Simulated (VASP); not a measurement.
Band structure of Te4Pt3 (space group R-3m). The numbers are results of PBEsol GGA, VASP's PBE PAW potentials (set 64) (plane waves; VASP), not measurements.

Unless said otherwise, spin-orbit coupling is left out, though it shifts the bands of the heavy elements here.

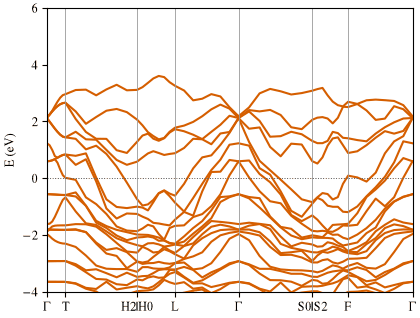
Bands along high-symmetry lines, zero at the valence-band maximum or, without a gap, the Fermi level

Task: Read the plot: is there a gap, and where are the band edges?

Result: It has no gap at this level: it comes out as a metal or semimetal.

The structure comes from a measured Te4Pt3 entry of the Crystallography Open Database, whose conditions weren't checked. The cell was not relaxed at this level. The k-mesh is coarse (spacing up to 0.46 per Å, 2π included), so the numbers may not be converged in it.
